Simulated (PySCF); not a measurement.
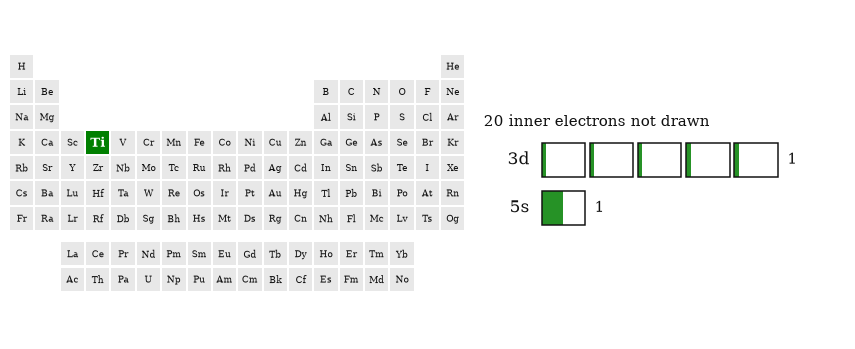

Fig. 1: Left, the place of titanium in the periodic table; right, the outer shells of the nominal configuration: a box for each of the 2l + 1 orbitals, shaded by the share of the shell that is filled, with the electron count at the right.

## Ti: atomic calculation

- system: Ti, configuration 1s2 2s2 2p6 3s2 3p6 3d1 4s2 5s1, multiplicity 3.
- method: unrestricted CCSD(T), aug-cc-pVDZ-DK, spin-free X2C-1e, Gaussian nucleus (PySCF)

**The input**
```python
from pyscf import gto, scf, dft, mp, cc
import basis_set_exchange as bse
mol = gto.M(atom="Ti 0 0 0", charge=0, spin=2, symmetry="D2h",
            basis=gto.basis.parse(bse.get_basis("aug-cc-pVDZ-DK", elements=["Ti"], fmt="nwchem")),
            nucmod="G")
mf = scf.UHF(mol).sfx2c1e()
mf.irrep_nelec = {'Ag': (5, 4), 'B1g': (1, 0), 'B1u': (2, 2), 'B2u': (2, 2), 'B3u': (2, 2)}
mf.kernel()
mycc = cc.CCSD(mf, frozen=9).run()
mycc.ccsd_t()
```

The script is an equivalent of what the driver set up; the driver started from orbitals of its own, so the log can be shorter than this script's would be, and it computed the properties (radii, ⟨L²⟩, response) afterwards. It held the occupations shell by shell, which the script's counts by irreducible representation don't always enforce.

**Output (extracts)**
```
CC2 = 0
CCSD nocc = (np.int64(3), np.int64(1)), nmo = (50, 50)
frozen orbitals [[0, 1, 2, 3, 4, 5, 6, 7, 8], [0, 1, 2, 3, 4, 5, 6, 7, 8]]
max_cycle = 100
direct = 0
conv_tol = 1e-08
conv_tol_normt = 1e-06
diis_space = 8
diis_start_cycle = 0
Init t2, MP2 energy = -0.0338569903474571
Init E_corr(UCCSD) = -0.0338569903276315
cycle = 1  E_corr(UCCSD) = -0.041586760712279  dE = -0.00772977038  norm(t1,t2) = 0.0725715
cycle = 2  E_corr(UCCSD) = -0.0444165165330491  dE = -0.00282975582  norm(t1,t2) = 0.0480016
cycle = 3  E_corr(UCCSD) = -0.0457659320235066  dE = -0.00134941549  norm(t1,t2) = 0.0448575
cycle = 4  E_corr(UCCSD) = -0.0455007494516973  dE = 0.000265182572  norm(t1,t2) = 0.0508661
cycle = 5  E_corr(UCCSD) = -0.0454680646586898  dE = 3.2684793e-05  norm(t1,t2) = 0.0572765
cycle = 6  E_corr(UCCSD) = -0.0459301958771306  dE = -0.000462131218  norm(t1,t2) = 0.0454513
cycle = 7  E_corr(UCCSD) = -0.0461231123296123  dE = -0.000192916452  norm(t1,t2) = 0.0268897
cycle = 8  E_corr(UCCSD) = -0.0460324423452271  dE = 9.06699844e-05  norm(t1,t2) = 0.0273548
cycle = 9  E_corr(UCCSD) = -0.0458919980755558  dE = 0.00014044427  norm(t1,t2) = 0.0265635
cycle = 10  E_corr(UCCSD) = -0.0460174677295353  dE = -0.000125469654  norm(t1,t2) = 0.0232882
cycle = 11  E_corr(UCCSD) = -0.0464819096271178  dE = -0.000464441898  norm(t1,t2) = 0.0214139
cycle = 12  E_corr(UCCSD) = -0.0463157801988528  dE = 0.000166129428  norm(t1,t2) = 0.0225195
cycle = 13  E_corr(UCCSD) = -0.0463494586218842  dE = -3.3678423e-05  norm(t1,t2) = 0.0213904
cycle = 14  E_corr(UCCSD) = -0.0462763472087355  dE = 7.31114131e-05  norm(t1,t2) = 0.0216733
cycle = 15  E_corr(UCCSD) = -0.0461536378745673  dE = 0.000122709334  norm(t1,t2) = 0.0231529
cycle = 16  E_corr(UCCSD) = -0.0459926753777886  dE = 0.000160962497  norm(t1,t2) = 0.0204776
cycle = 17  E_corr(UCCSD) = -0.0460494473006238  dE = -5.67719228e-05  norm(t1,t2) = 0.0211602
cycle = 18  E_corr(UCCSD) = -0.0459584192331141  dE = 9.10280675e-05  norm(t1,t2) = 0.0214092
cycle = 19  E_corr(UCCSD) = -0.0458509510426485  dE = 0.00010746819  norm(t1,t2) = 0.0198655
cycle = 20  E_corr(UCCSD) = -0.0460356292660771  dE = -0.000184678223  norm(t1,t2) = 0.0193523
cycle = 21  E_corr(UCCSD) = -0.0454302671317784  dE = 0.000605362134  norm(t1,t2) = 0.0208606
cycle = 22  E_corr(UCCSD) = -0.0453427718118938  dE = 8.74953199e-05  norm(t1,t2) = 0.0173914
cycle = 23  E_corr(UCCSD) = -0.0455471345830507  dE = -0.000204362771  norm(t1,t2) = 0.0169803
cycle = 24  E_corr(UCCSD) = -0.0454574211223436  dE = 8.97134607e-05  norm(t1,t2) = 0.0218969
cycle = 25  E_corr(UCCSD) = -0.0454327369256886  dE = 2.46841967e-05  norm(t1,t2) = 0.0167289
cycle = 26  E_corr(UCCSD) = -0.0453418293778235  dE = 9.09075479e-05  norm(t1,t2) = 0.016708
cycle = 27  E_corr(UCCSD) = -0.0453868640618312  dE = -4.5034684e-05  norm(t1,t2) = 0.0167319
cycle = 28  E_corr(UCCSD) = -0.0452794972285644  dE = 0.000107366833  norm(t1,t2) = 0.0170304
cycle = 29  E_corr(UCCSD) = -0.0453898643925294  dE = -0.000110367164  norm(t1,t2) = 0.0166139
cycle = 30  E_corr(UCCSD) = -0.0452343925633374  dE = 0.000155471829  norm(t1,t2) = 0.0177062
cycle = 31  E_corr(UCCSD) = -0.0452991090533304  dE = -6.471649e-05  norm(t1,t2) = 0.0156303
cycle = 32  E_corr(UCCSD) = -0.0452439108013449  dE = 5.5198252e-05  norm(t1,t2) = 0.0161064
cycle = 33  E_corr(UCCSD) = -0.0453699985563889  dE = -0.000126087755  norm(t1,t2) = 0.0153993
cycle = 34  E_corr(UCCSD) = -0.0454394472992589  dE = -6.94487429e-05  norm(t1,t2) = 0.0176673
cycle = 35  E_corr(UCCSD) = -0.0453292677170345  dE = 0.000110179582  norm(t1,t2) = 0.0170408
cycle = 36  E_corr(UCCSD) = -0.0453236018107419  dE = 5.66590629e-06  norm(t1,t2) = 0.0160689
cycle = 37  E_corr(UCCSD) = -0.0452766427220077  dE = 4.69590887e-05  norm(t1,t2) = 0.0161083
cycle = 38  E_corr(UCCSD) = -0.0452897550450434  dE = -1.3112323e-05  norm(t1,t2) = 0.01668
cycle = 39  E_corr(UCCSD) = -0.0453510972098667  dE = -6.13421648e-05  norm(t1,t2) = 0.0152502
cycle = 40  E_corr(UCCSD) = -0.0454765166718255  dE = -0.000125419462  norm(t1,t2) = 0.0145487
cycle = 41  E_corr(UCCSD) = -0.0454494761977829  dE = 2.7040474e-05  norm(t1,t2) = 0.0154914
cycle = 42  E_corr(UCCSD) = -0.045461502371143  dE = -1.20261734e-05  norm(t1,t2) = 0.0152856
cycle = 43  E_corr(UCCSD) = -0.0454642481442992  dE = -2.74577316e-06  norm(t1,t2) = 0.0152174
cycle = 44  E_corr(UCCSD) = -0.0454476015427681  dE = 1.66466015e-05  norm(t1,t2) = 0.0151658
cycle = 45  E_corr(UCCSD) = -0.0454688700193976  dE = -2.12684766e-05  norm(t1,t2) = 0.015104
cycle = 46  E_corr(UCCSD) = -0.0454632615621938  dE = 5.6084572e-06  norm(t1,t2) = 0.0154234
cycle = 47  E_corr(UCCSD) = -0.0454951080244231  dE = -3.18464622e-05  norm(t1,t2) = 0.0165212
cycle = 48  E_corr(UCCSD) = -0.0455757854199925  dE = -8.06773956e-05  norm(t1,t2) = 0.0155875
cycle = 49  E_corr(UCCSD) = -0.0455569361794504  dE = 1.88492405e-05  norm(t1,t2) = 0.0177945
cycle = 50  E_corr(UCCSD) = -0.0455723493410773  dE = -1.54131616e-05  norm(t1,t2) = 0.0162116
cycle = 51  E_corr(UCCSD) = -0.0457984427493378  dE = -0.000226093408  norm(t1,t2) = 0.0134706
cycle = 52  E_corr(UCCSD) = -0.0458189773873226  dE = -2.0534638e-05  norm(t1,t2) = 0.0146283
cycle = 53  E_corr(UCCSD) = -0.0457194383217161  dE = 9.95390656e-05  norm(t1,t2) = 0.0143176
cycle = 54  E_corr(UCCSD) = -0.0457251746449081  dE = -5.73632319e-06  norm(t1,t2) = 0.0142899
cycle = 55  E_corr(UCCSD) = -0.0457287092540145  dE = -3.53460911e-06  norm(t1,t2) = 0.0139417
cycle = 56  E_corr(UCCSD) = -0.0457143705745922  dE = 1.43386794e-05  norm(t1,t2) = 0.01376
cycle = 57  E_corr(UCCSD) = -0.0457097891197317  dE = 4.58145486e-06  norm(t1,t2) = 0.0137214
cycle = 58  E_corr(UCCSD) = -0.0457139486535018  dE = -4.15953377e-06  norm(t1,t2) = 0.0137256
cycle = 59  E_corr(UCCSD) = -0.0457829403234346  dE = -6.89916699e-05  norm(t1,t2) = 0.0141976
cycle = 60  E_corr(UCCSD) = -0.0457985039870068  dE = -1.55636636e-05  norm(t1,t2) = 0.0137
cycle = 61  E_corr(UCCSD) = -0.0457878704132418  dE = 1.06335738e-05  norm(t1,t2) = 0.0138279
cycle = 62  E_corr(UCCSD) = -0.0457582466059658  dE = 2.96238073e-05  norm(t1,t2) = 0.0140027
cycle = 63  E_corr(UCCSD) = -0.0457525274143433  dE = 5.71919162e-06  norm(t1,t2) = 0.0139223
cycle = 64  E_corr(UCCSD) = -0.0457695872825307  dE = -1.70598682e-05  norm(t1,t2) = 0.0136194
cycle = 65  E_corr(UCCSD) = -0.0457713439548653  dE = -1.75667233e-06  norm(t1,t2) = 0.0135463
cycle = 66  E_corr(UCCSD) = -0.0457626714090114  dE = 8.67254585e-06  norm(t1,t2) = 0.0147146
cycle = 67  E_corr(UCCSD) = -0.0457642270423437  dE = -1.55563333e-06  norm(t1,t2) = 0.0134442
cycle = 68  E_corr(UCCSD) = -0.0458568646386846  dE = -9.26375963e-05  norm(t1,t2) = 0.0135079
cycle = 69  E_corr(UCCSD) = -0.0458295773300659  dE = 2.72873086e-05  norm(t1,t2) = 0.0156728
cycle = 70  E_corr(UCCSD) = -0.045890809751207  dE = -6.12324211e-05  norm(t1,t2) = 0.0130376
cycle = 71  E_corr(UCCSD) = -0.045961831317445  dE = -7.10215662e-05  norm(t1,t2) = 0.0131066
cycle = 72  E_corr(UCCSD) = -0.0459250337054279  dE = 3.6797612e-05  norm(t1,t2) = 0.0130754
cycle = 73  E_corr(UCCSD) = -0.0459436040798015  dE = -1.85703744e-05  norm(t1,t2) = 0.013019
cycle = 74  E_corr(UCCSD) = -0.0459146229324825  dE = 2.89811473e-05  norm(t1,t2) = 0.0130386
cycle = 75  E_corr(UCCSD) = -0.0459098368298166  dE = 4.78610267e-06  norm(t1,t2) = 0.0132123
cycle = 76  E_corr(UCCSD) = -0.0459259822094208  dE = -1.61453796e-05  norm(t1,t2) = 0.0130631
cycle = 77  E_corr(UCCSD) = -0.0458997948432692  dE = 2.61873662e-05  norm(t1,t2) = 0.0129264
cycle = 78  E_corr(UCCSD) = -0.0458329481854062  dE = 6.68466579e-05  norm(t1,t2) = 0.013684
cycle = 79  E_corr(UCCSD) = -0.0458436968466908  dE = -1.07486613e-05  norm(t1,t2) = 0.0131012
cycle = 80  E_corr(UCCSD) = -0.0458948823065549  dE = -5.11854599e-05  norm(t1,t2) = 0.0132049
cycle = 81  E_corr(UCCSD) = -0.0457310143508081  dE = 0.000163867956  norm(t1,t2) = 0.013346
cycle = 82  E_corr(UCCSD) = -0.0458085262202915  dE = -7.75118695e-05  norm(t1,t2) = 0.0133951
cycle = 83  E_corr(UCCSD) = -0.0457189510893095  dE = 8.9575131e-05  norm(t1,t2) = 0.0142826
cycle = 84  E_corr(UCCSD) = -0.0457193441825519  dE = -3.93093242e-07  norm(t1,t2) = 0.0142636
cycle = 85  E_corr(UCCSD) = -0.0456912260005514  dE = 2.8118182e-05  norm(t1,t2) = 0.0131095
cycle = 86  E_corr(UCCSD) = -0.0456700871086723  dE = 2.11388919e-05  norm(t1,t2) = 0.0123311
cycle = 87  E_corr(UCCSD) = -0.0456526975408083  dE = 1.73895679e-05  norm(t1,t2) = 0.0129975
cycle = 88  E_corr(UCCSD) = -0.0456781293531515  dE = -2.54318123e-05  norm(t1,t2) = 0.0120658
cycle = 89  E_corr(UCCSD) = -0.0456948433029056  dE = -1.67139498e-05  norm(t1,t2) = 0.0120907
cycle = 90  E_corr(UCCSD) = -0.0456938932775318  dE = 9.50025374e-07  norm(t1,t2) = 0.01218
cycle = 91  E_corr(UCCSD) = -0.0456798636583247  dE = 1.40296192e-05  norm(t1,t2) = 0.0121316
cycle = 92  E_corr(UCCSD) = -0.0456814081617287  dE = -1.5445034e-06  norm(t1,t2) = 0.0123973
cycle = 93  E_corr(UCCSD) =
```

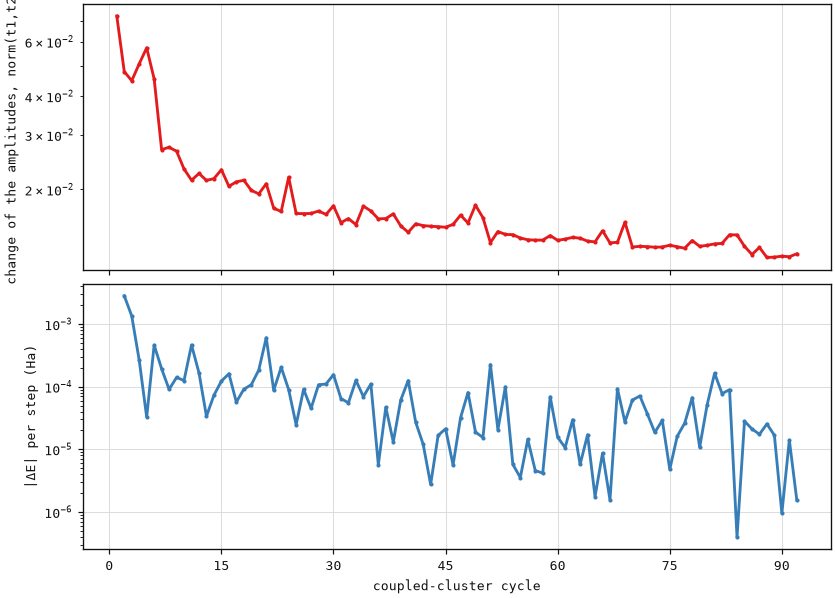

Fig. 2: Convergence: change of the amplitudes, norm(t1,t2) and change of the energy from step to step (the smallest changes aren't drawn) against the coupled-cluster cycle. The residual stalls around 0.02 from about step 7 on. It goes from 0.073 to 0.012 in 92 steps.

**What the run reported**

| quantity | value |
| --- | --- |
| outcome | not converged |
| CCSD correlation | −0.045657 hartree |
| T1 diagnostic | 0.026 |
| hardware | 1 CPU thread, shared host |
| CPU time | 25 s (integrals apart) |

**What went wrong**

The run did not meet its convergence test, so its last values are not results. This is not the ground configuration of the species.
